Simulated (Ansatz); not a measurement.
The reference is CsPbCl$_{3}$ in the cubic perovskite structure (space group Pm-3m, No. 221; a = 5.619 Å).

One thing is altered: cell and atoms relaxed at a pressure of 1.5 GPa.

Calculations: Ansatz (an electronic-structure program) PBEsol, without spin-orbit coupling.

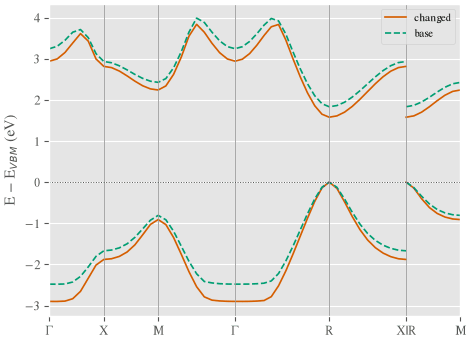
*Highest valence and lowest conduction band along the path, each from its own valence-band maximum*

Problem. Read the changed gap and its character from the plot.

Solution. About 1.6 eV, direct at R.

Spin-orbit coupling, missing from the scalar runs, can matter with Pb. Load acts through the strain it causes; cell and atoms are relaxed under it. Stability against distortions was not tested. Many cubic perovskites are stable only at high temperature; tilts and polar distortions were not tested. This is not the structure that CsPbCl3 has at room temperature and ambient pressure.
